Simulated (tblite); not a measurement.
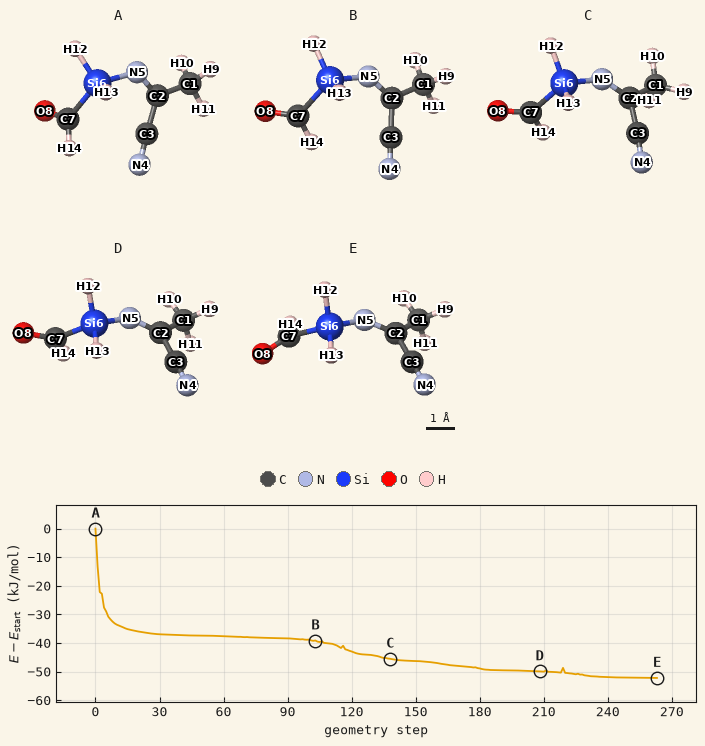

Frames of a relaxation of C4H6N2OSi, marked on the history of the run. A ball-and-stick model, seen at a tilt.

The calculation used tblite, GFN2-xTB geometry optimisation, gas phase. 

**Describe the path.**

The atom that moves furthest after the best rigid fit is H14 (2.77 Å). Largest moves by element: H 2.77 Å, N 2.41 Å, C 1.44 Å, O 1.03 Å, Si 0.39 Å. Among the contacts that change: Si6–C7 1.833 → 1.923 Å, N5–Si6 1.762 → 1.708 Å, C1–H11 1.130 → 1.090 Å, C7–O8 1.237 → 1.202 Å. Among the angles between lasting bonds that change: N5–Si6–C7 115.4° → 100.9°, C2–N5–Si6 125.0° → 138.1°, H12–Si6–H13 104.2° → 113.9°. Groups turn about Si6–C7 by about 125°, N5–Si6 by about 80°, C1–C2 by about 60°. After 263 geometry steps the energy has fallen by 52.2 kJ/mol. Cost: 1.3 s on 1 thread of Intel(R) Xeon(R) 6975P-C, with other jobs on the host. From step 0 to 103: H14 moves most (0.81 Å), energy −39.1 kJ/mol. From step 103 to 138: N4 moves most (1.05 Å), energy −6.38 kJ/mol. From step 138 to 208: N and H atoms move most (0.77 Å), energy −4.41 kJ/mol. From step 208 to 263: H14 moves most (1.03 Å), energy −2.29 kJ/mol.
